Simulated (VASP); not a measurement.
Band structure of Yb (space group Fm-3m). Method: PBE GGA, VASP's PBE PAW potentials (set 64) (plane waves; VASP).

The 4f electrons are frozen in the core of the lanthanide potential, so 4f levels, which can set the real gap, and their magnetism are missing.

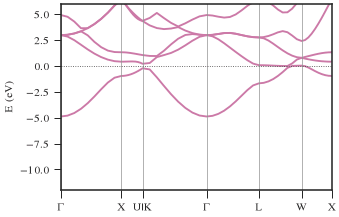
Bands along high-symmetry lines, zero at the valence-band maximum or, without a gap, the Fermi level

### Question
Read the plot: is there a gap, and where are the band edges?

### Answer
It has no gap at this level: it comes out as a metal or semimetal.

The structure is a typed Yb crystal. The cell was not relaxed at this level.
